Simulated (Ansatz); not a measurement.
Run report: NbO$_{4}$, geometry relaxation (part 2 of 2)

The same run, continued: NbO$_{4}$ (5 atoms in the cell); DFT PBE, scalar-relativistic, plane waves, PAW, no spin polarisation (Ansatz 0.2.0); cutoff 420 eV, 10×10×1 k-mesh, Gaussian smearing of 0.1 eV. The structure was made by a generator, so it may or may not be a known phase.

Geometry of the input (Å; fractional positions):
```
3.9845  0.0000  0.0000
0.0000  3.9845  0.0000
0.0000  0.0000  32.4753
Nb 0.0000  0.0000  0.2925
O  0.0000  0.0000  0.2338
O  0.0000  0.0000  0.3513
O  0.0000  0.5000  0.2925
O  0.5000  0.0000  0.2925
```

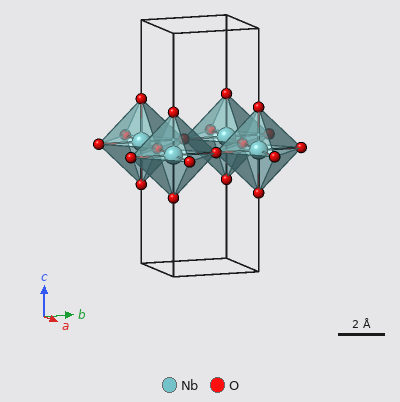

**Figure 1.** The geometry at step 3 of the log (polyhedral view of the cell of the calculation, with the vacuum cut short, seen slightly off an axis; polyhedra are completed across the faces of the cell).

```
basis re-selected at this cell: Δ(F+E_penalty+E_count) = -5.123e-4 eV, ΔP = +0.008 N/m vs the last step (what re-selecting the basis moved, of the pressure what is left beyond the Pulay correction that the steps carried, after the strain that the cell walked since its last selection, with what the two solves' SCF thresholds leave and, on support functions, any second-order correction that the steps lacked; it is no measure of the basis error at this ecutwfc). This SCF's stress stands 2.71e-3 N/m from its target on what of the cell is left free (relax.cell.stress_2d_tol is 2.00e-2 N/m) and its largest allowed force component is 5.66e-4 eV/Å (relax.f_tol is 1.00e-2 eV/Å): within both
WARN: The output density's exchange-correlation potential varies sharply where the density is thin. Do not read a vacuum level from v_tot or v_xc, or from such a field of the output density. On a cell that repeats whose density bears no net charge and no dipole along the vacuum's axis use v_es (v_loc + v_h of the components); under efield.dipole_correction with no amplitude use v_es + v_field, which holds any external_charges[].barrier, or the levels of the report's work_function block, which leave it out; under a non-zero efield.amplitude the vacuum is tilted and has no level; on a cell that repeats and bears such a dipole with no correction it is tilted too, and efield.dipole_correction with no amplitude gives each side of its ramp a level where efield: is served; in a cell that repeats whose density bears a net charge (total_charge, or a fill off its count) it is curved and has none; of a slab under crystal.periodic whose density bears no net charge use v_es, which has a level on each side, short of where the two are joined; of another it falls or rises all the way out and has none; of a slab beside external_charges read slab_vacuum_level instead, which it has where they leave it neutral. The grid or the basis barely resolves most such structure, and the values can differ between equally converged runs; as a rule a tighter scf.convergence.dr2_threshold does not remove it. Where the density itself ripples (under the LDA too) a higher basis.ecutwfc lessens it. The files hold the spikes' plane waves up to the density's cutoff. Files: v_tot_of_output_density and the like, and their columns of v_z.tsv (output.write_potential); v_xc_of_output_density and the like, and their columns of v_comp_z.tsv (output.write_potential_components). Measured: with its Gaussian average of σ = 0.25 Å subtracted twice, the exchange-correlation potential is over 0.1 eV at 260 of the grid points where the equally averaged density (valence and model cores) is under 1e-3 e/Å³, and 0.487 eV at the most among them, at an averaged density of 5.3e-4 e/Å³. The input density's (outcome.potential() and, of a run that writes arrays, v_tot and v_xc) is over 0.1 eV, so measured, at 268 points of its own thin density, 0.488 eV at the most. See output.write_potential in the manual, Limitations
SCF converged after 9 iterations
Free energy (F): -6816.214918 eV
Harris-Foulkes:  -6816.214918 eV  (|F-HF|=1.80e-9)
Internal energy: -6816.159894 eV  (E = F + TS)
E sigma→0 (E₀):  -6816.187406 eV
Entropy (-TS):   -0.055025 eV (-11.005 meV/atom)
Fermi energy:    -9.109705 eV
--- Per-component energies (eV) ---
  E_band       = -788.878643
  E_kinetic    = 1076.586235
  E_local      = -56049.991810  (includes V_loc(G=0)·N_el)
  E_nonlocal   = 307.864347
  E_hartree    = 27349.785242
  E_xc         = -463.299625
  E_vxc        = -579.183068  (∫ρ·V_xc dr)
  E_paw        = -3700.153584  (= ΣΔE_a)
  E_vpaw       = -243.733945  (= ΣTr[D̂ρ^β])
  E_aug_tail   = 0.009279  (compensation charges beyond the density's cutoff)
  E_ewald      = 24663.040021
  E_smearing   = -0.055025  (= −TS)
  E_closure    = -0.000000  (closes the sum)
  Σ components = -6816.214918   (vs F -6816.214918, Δ=0.00e0)
--- Forces (eV/Å), atoms counted from 1 ---
  atom   1  Nb     0.00000000    -0.00000000     0.00000000
  atom   2  O     -0.00000000     0.00000000    -0.00056599
  atom   3  O     -0.00000000     0.00000000     0.00056599
  atom   4  O     -0.00000000     0.00000000     0.00000000
  atom   5  O     -0.00000000    -0.00000000     0.00000000
  max |Σ_I F_I| component: 8.82e-23 eV/Å
--- 2D stress c σ (N/m, compression-positive) ---
        0.002711       0.000000       0.000000
        0.000000       0.002711       0.000000
        0.000000       0.000000       0.000000
  P = ½ c Tr σ = 0.0027 N/m
--- Band table (eV; the first three rows and the last of 21) ---
  k-point 0: bands = ["-63.0502", "-39.4048", "-39.1745", "-39.1745", "-26.0097", "-25.7449", "-25.0363", "-23.9670", "-11.5950", "-10.8829", "-10.8829", "-10.7671", "-10.4954", "-10.4954", "-10.0544", "-9.7054", "-9.7054", "-9.2051", "-9.2051", "-9.1413", "-6.4197", "-4.5077", "-4.5077", "-2.8985"]
  k-point 1: bands = ["-63.0499", "-39.4043", "-39.1894", "-39.1740", "-25.9638", "-25.6928", "-25.0346", "-23.9653", "-11.6288", "-11.1280", "-11.0999", "-10.8961", "-10.4920", "-10.4439", "-9.8664", "-9.8497", "-9.7675", "-9.2654", "-9.2050", "-9.1309", "-6.1684", "-4.5051", "-4.4195", "-2.6113"]
  k-point 2: bands = ["-63.0494", "-39.4030", "-39.2282", "-39.1728", "-25.9035", "-25.4875", "-25.0299", "-23.9608", "-12.0372", "-11.6227", "-11.4390", "-10.9444", "-10.4830", "-10.4244", "-10.1434", "-10.1255", "-9.3812", "-9.3568", "-9.2021", "-9.0858", "-5.5732", "-4.4982", "-4.1622", "-2.1227"]
  k-point 20: bands = ["-63.0457", "-39.3944", "-39.3216", "-39.3216", "-25.0188", "-24.7215", "-24.7215", "-23.9320", "-14.1490", "-13.6480", "-12.8193", "-12.3122", "-12.3122", "-11.3475", "-9.5883", "-9.5883", "-9.1899", "-8.8752", "-8.7636", "-8.7636", "-3.2725", "-3.2725", "-2.9876", "1.8038"]
--- Relaxed structure (3 steps of the walk, 3 accepted, 1 SCFs on fresh bases) ---
  F+E_penalty+E_count = -6816.21491843 eV   max|allowed force component| = 5.660e-4 eV/Å   (the final SCF, on the basis selected at the relaxed cell)
  cell:  # Å, volume = 516.4468 Å³
    - [3.9878288736985232, 0.0, 0.0]
    - [0.0, 3.9878288736985232, 0.0]
    - [0.0, 0.0, 32.47525712]
  atoms:
    - { symbol: Nb, position: [2.2657493385672263e-37, 4.24828000981355e-38, 0.29253040138] }
    - { symbol: O, position: [1.0290278245992821e-36, 4.24828000981355e-38, 0.2340248773187768] }
    - { symbol: O, position: [1.0290278245992821e-36, 4.24828000981355e-38, 0.35103592544122325] }
    - { symbol: O, position: [-2.5584086281321598e-36, 0.49999999999999994, 0.29253040138] }
    - { symbol: O, position: [0.49999999999999994, 2.076936893686624e-37, 0.29253040138] }
```

## Trajectory as extended XYZ (Å, eV, eV/Å), 4 frames, from step=1 to step=4
```
5
Lattice="3.9845 0.0000 0.0000 0.0000 3.9845 0.0000 0.0000 0.0000 32.4753" Properties=species:S:1:pos:R:3:forces:R:3 step=1 energy=-6816.21363
Nb    0.0000    0.0000    9.5000    0.0000   0.0000   0.0000
O     0.0000    0.0000    7.5916    0.0000   0.0000   0.1496
O     0.0000    0.0000   11.4084    0.0000   0.0000  -0.1496
O     0.0000    1.9922    9.5000    0.0000   0.0000   0.0000
O     1.9922    0.0000    9.5000    0.0000   0.0000   0.0000
5
Lattice="3.9855 0.0000 0.0000 0.0000 3.9855 0.0000 0.0000 0.0000 32.4753" Properties=species:S:1:pos:R:3:forces:R:3 step=2 energy=-6816.21455
Nb    0.0000    0.0000    9.5000    0.0000   0.0000   0.0000
O     0.0000    0.0000    7.5967    0.0000   0.0000   0.0569
O     0.0000    0.0000   11.4033    0.0000   0.0000  -0.0569
O     0.0000    1.9927    9.5000    0.0000   0.0000   0.0000
O     1.9927    0.0000    9.5000    0.0000   0.0000   0.0000
5
Lattice="3.9878 0.0000 0.0000 0.0000 3.9878 0.0000 0.0000 0.0000 32.4753" Properties=species:S:1:pos:R:3:forces:R:3 step=3 energy=-6816.21441
Nb    0.0000    0.0000    9.5000    0.0000   0.0000   0.0000
O     0.0000    0.0000    7.6000    0.0000   0.0000  -0.0005
O     0.0000    0.0000   11.4000    0.0000   0.0000   0.0005
O     0.0000    1.9939    9.5000    0.0000   0.0000   0.0000
O     1.9939    0.0000    9.5000    0.0000   0.0000   0.0000
5
Lattice="3.9878 0.0000 0.0000 0.0000 3.9878 0.0000 0.0000 0.0000 32.4753" Properties=species:S:1:pos:R:3:forces:R:3 step=4 energy=-6816.21492
Nb    0.0000    0.0000    9.5000    0.0000   0.0000   0.0000
O     0.0000    0.0000    7.6000    0.0000   0.0000  -0.0006
O     0.0000    0.0000   11.4000    0.0000   0.0000   0.0006
O     0.0000    1.9939    9.5000    0.0000   0.0000   0.0000
O     1.9939    0.0000    9.5000    0.0000   0.0000   0.0000
```

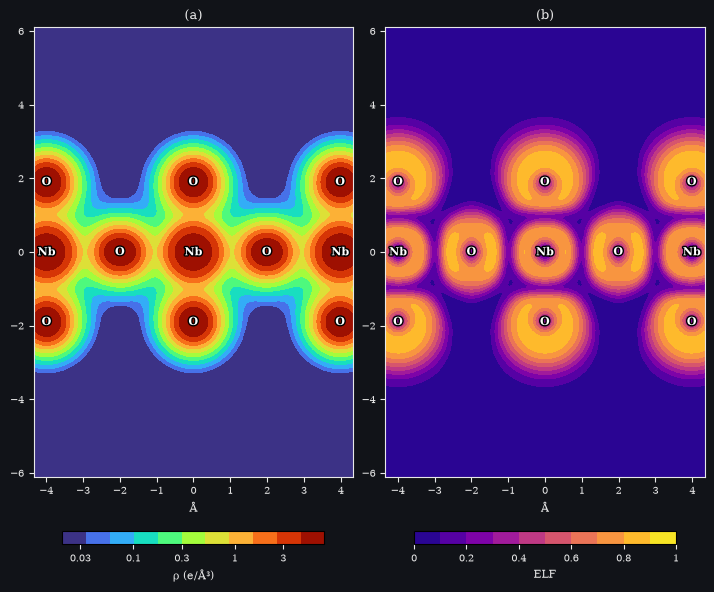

**Figure 2.** (a) valence pseudo-density; (b) electron localisation function on the (100) plane of the calculation cell, a cut from vacuum to vacuum. Atoms in the plane: Nb and O. Nb–O (1.90 Å): ρ is about 1.1 e/Å³ halfway; the ELF peaks at about 0.80 in the valence shell of O, 0.5 Å from its nucleus, and drops to about 0.25 between the two atoms; a polar contact without a shared pair, in a metal. Nb–O (1.99 Å): ρ is about 0.85 e/Å³ halfway; the ELF peaks at about 0.85 in the valence shell of O, 0.6 Å from its nucleus, and drops to about 0.20 between the two atoms (no shared pair; the contact is polar). The density dies away to nearly zero in the vacuum. The strong features right at Nb lie inside the PAW spheres (semicore, d or f shells) and say nothing about bonding. The fields are those of the smooth PAW valence density.

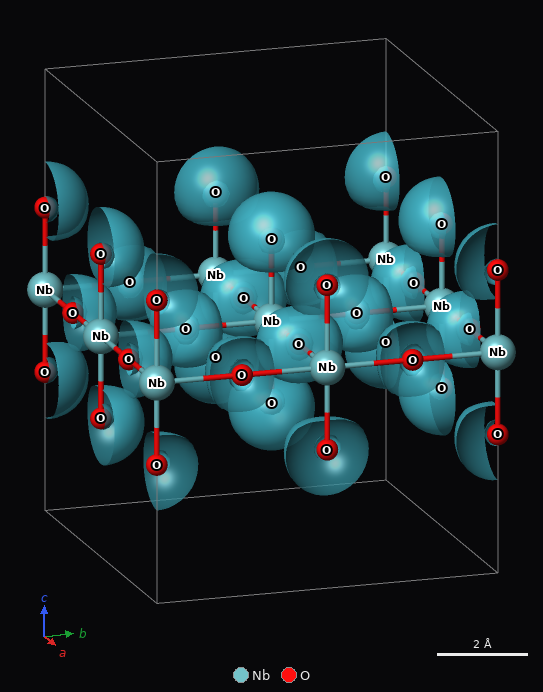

**Figure 3.** Isosurface of the ELF at 0.65 (cyan), seen slightly off an axis. Only the valence region is drawn (cores and ρ < 0.01 e/Å³ removed). Sticks mark near contacts. Counts are for one cell; the picture repeats the cell along the surface. Profiles from the grid: Nb–O (1.90 Å): the ELF peaks at about 0.80 in the valence shell of O, 0.5 Å from its nucleus, and drops to about 0.25 between the two atoms (a polar contact without a shared pair, in a metal). Nb–O (1.99 Å): the ELF peaks at about 0.85 in the valence shell of O, 0.6 Å from its nucleus, and drops to about 0.20 between the two atoms (no shared pair; the contact is polar).

## Summary

```tsv
quantity	value
outcome	converged
electrons treated	37
free energy	−6816.2149 eV
Fermi energy	−9.110 eV
gap on the k-point mesh	none (metallic)
final volume	516.45 Å³
largest force (length of the vector) at the end	0.001 eV/Å
wall time	47 s
peak memory	0.72 GiB
```

## Notes

Warnings of the run: the exchange-correlation potential is rough where the density is thin. The cell holds an odd number of electrons but the run has no spin polarisation, so it comes out as a metal.
